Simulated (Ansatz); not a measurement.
**ZrN under a change: Zr → Hf**

Take ZrN in the rock salt structure (space group Fm-3m, No. 225; a = 4.595 Å) as the base.

Perturbation: every Zr is replaced by Hf; the structure is relaxed again.

Computed with PBE (Ansatz, an electronic-structure program, PAW, no SOC), earlier PAW set. k-mesh 18×18×18 (Γ-centred); smearing 0.05 eV (Fermi–Dirac), for the changed cell.

```yaml
volume_per_atom: 11.76 Å³ (base 12.13 Å³)
density: 13.59 g/cm³ (base 7.20 g/cm³)
lattice_parameter_a: 4.548 Å (base 4.595 Å)
space_group: Fm-3m (No. 225) (base Fm-3m (No. 225))
shortest_interatomic_distance: 2.274 Å (base 2.298 Å)
band_gap: zero (base zero)
```

Final structure:

```
CELL_PARAMETERS angstrom
      0.00000     2.27401     2.27401
      2.27401     0.00000     2.27401
      2.27401     2.27401     0.00000
ATOMIC_POSITIONS crystal
  N  0.00000 0.00000 0.00000
  Hf 0.50000 0.50000 0.50000
```

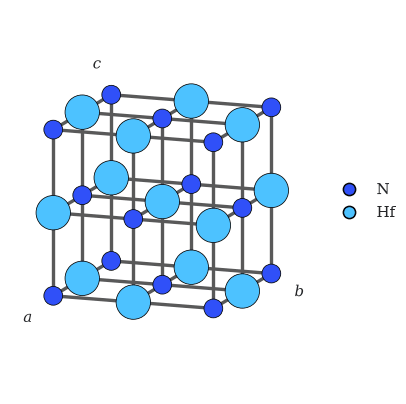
*The relaxed conventional cell after the change*

Whether these cells are dynamically stable was not tested. All final runs are without spin polarisation. An odd electron count without spin: HfN and ZrN.
